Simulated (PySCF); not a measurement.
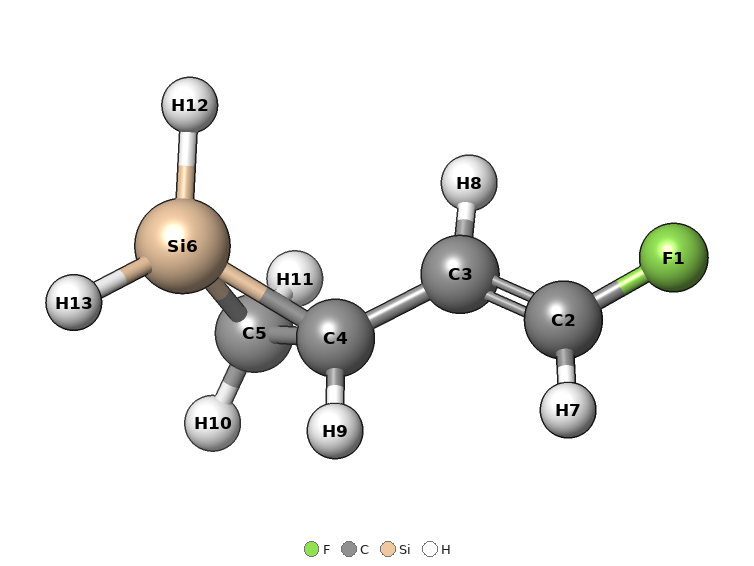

Computed geometry: PBE0-D3(BJ)/def2-SVP optimisation. No frequency run is at hand to confirm it as a minimum. Properties computed with delta-SCF UKS PBE0, pcX-2 on the ionised atom, pcseg-1 elsewhere, spin-free X2C (PySCF 2.14.0).

Give the core-electron binding energies (to vacuum; p and d levels without spin–orbit splitting) of F1 1s, C2 1s, C3 1s, C4 1s, C5 1s, Si6 1s, Si6 2p.

```csv
atom,level,binding energy (eV)
F1,1s,691.8
C2,1s,291.6
C3,1s,290.1
C4,1s,290.1
C5,1s,289.7
Si6,1s,1844.1
Si6,2p,106.4
```
